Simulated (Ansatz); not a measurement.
Bands of a (8,0) germanium nanotube, along its axis.

Levels: PBE (plane waves to 420 eV, PAW; Ansatz, a quantum-chemistry and plane-wave program); PBE with spin-orbit coupling (Ansatz). Unmarked values and the geometry are of the first. Mesh 1×1×12. No spin polarisation. Periodic along z alone, with about 11 Å of vacuum beside it. A hypothetical model, rolled from the flat sheet. Symmetry and one short period hold its shape; lower forms weren't sought. Values not marked SOC lack spin–orbit coupling.

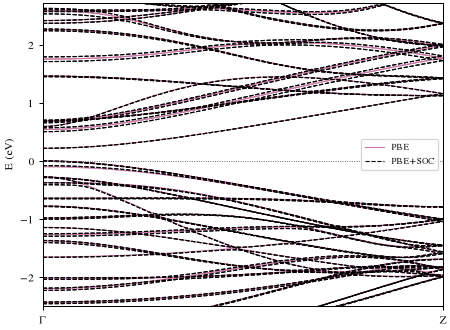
Figure. Bands from the zone centre to the zone edge (period 7.00 Å); the dotted line marks the highest filled level of each set

Q: Is it a metal or a semiconductor at this level? Give what the bands show.

A: A semiconductor in PBE.
- PBE gap: 0.22 eV, direct at Γ
- PBE+SOC gap at this geometry: 0.22 eV
